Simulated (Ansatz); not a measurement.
C2H7Si (charge +1)

```xyz
10

C     1.2704   -0.2246   -1.3529
C     0.7608    1.0736   -0.6613
Si    2.8548    0.4510   -0.7844
H     0.9196   -1.1445   -0.8699
H     1.0960   -0.2411   -2.4355
H     3.5786    1.4308   -1.6186
H     3.3308    0.1598    0.5824
H     0.1236    0.8754    0.2122
H     0.3019    1.7845   -1.3630
H     1.5824    1.7398   -0.1837
```

Geometry: r2SCAN-D4/def2-SVP.

Method: Ansatz, isolated molecule in a Gaussian basis; Kohn-Sham density functional theory, functional PBE0.

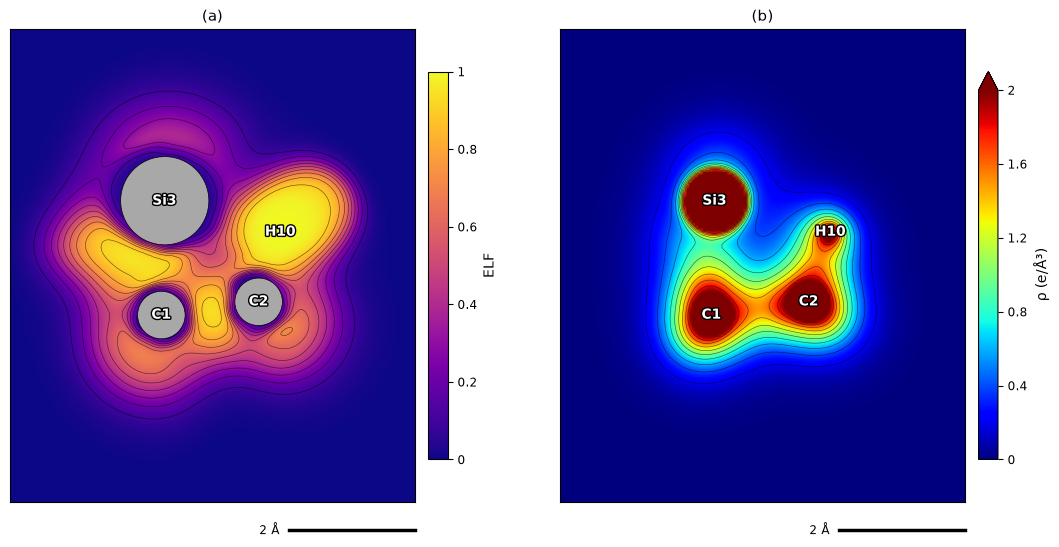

Figure 1. (a) ELF; (b) electron density on the plane of atoms C2, C1 and Si3. Grey discs cover the atomic cores in the ELF map.

Q: What does the map show?

A:
- The section cuts through C, Si and H sites.
- C–C (1.56 Å): the density is about 1.5 e/Å³ at the midpoint; the ELF peaks at about 0.95 between the atoms, as expected for localised, covalent bonding.
- C–Si (1.81 Å): ρ at the midpoint is about 1 e/Å³; the ELF peaks at about 0.90 between the atoms (localised, covalent bonding).

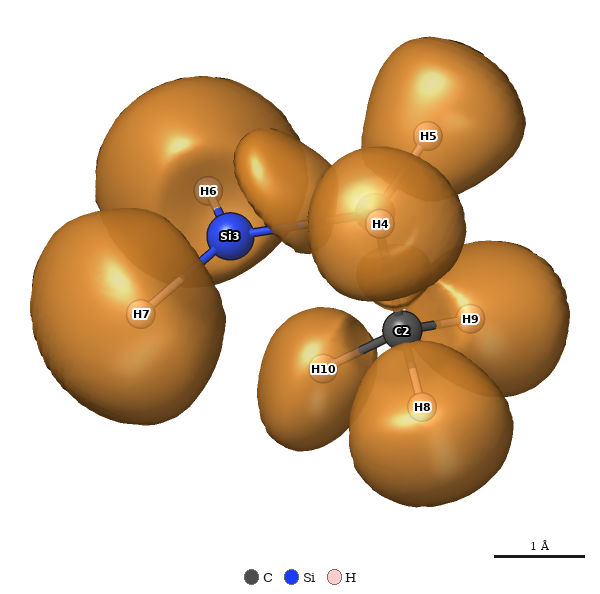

Figure 2. Isosurface of the ELF at 0.8 (orange), seen at a tilt. Only the valence region is drawn (cores and ρ < 0.01 e/Å³ removed).

Q: Describe the localisation domains.

A: At this value the surface marks out one region between bonded C–C atoms (shared pairs), one region between bonded C–Si atoms (shared pairs) and seven regions around hydrogen nuclei.

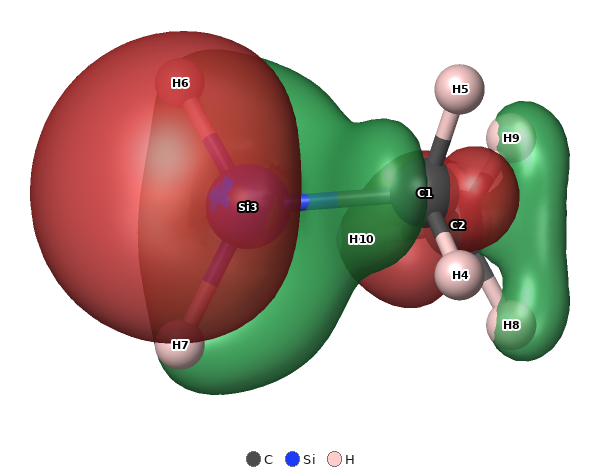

Figure 3. The LUMO at ±0.1 Å⁻³ᐟ² (green and red are the two phases), seen from one side.

Q: What is the character of this orbital?

A: By Hirshfeld shares it lies mainly on Si3 (about 65 %), C2 (about 10 %) and C1 (about 5 %). Its energy is −7.24 eV.

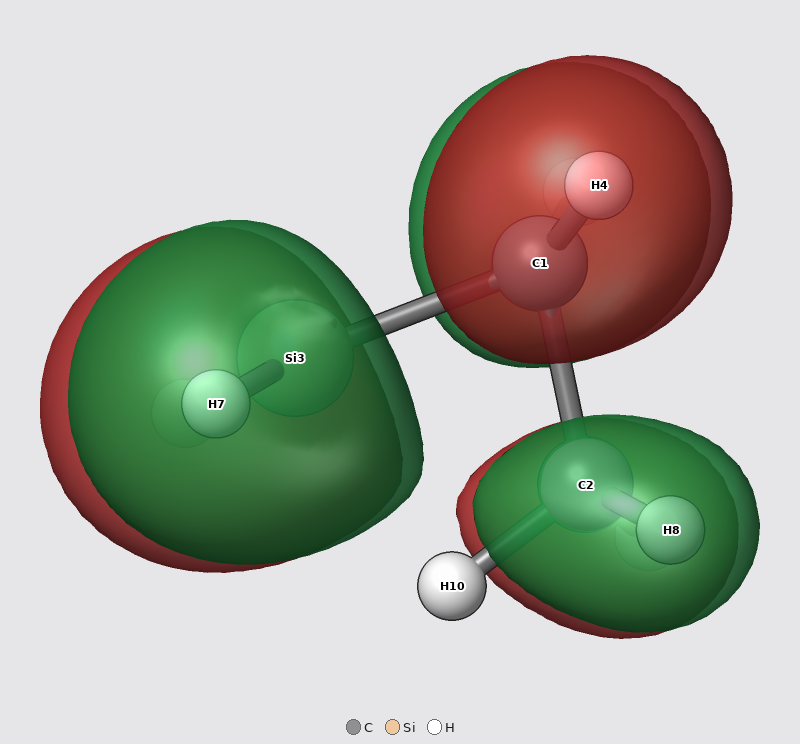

Figure 4. The HOMO−1 at ±0.08 Å⁻³ᐟ² (green and red are the two phases), seen across its widest extent.

Q: What is the character of this orbital?

A: By Hirshfeld shares it lies mainly on Si3 (about 20 %), C1 (about 20 %), H7 (about 15 %), H6 (about 15 %), H5 (about 10 %) and H4 (about 10 %). Its energy is −15.91 eV.
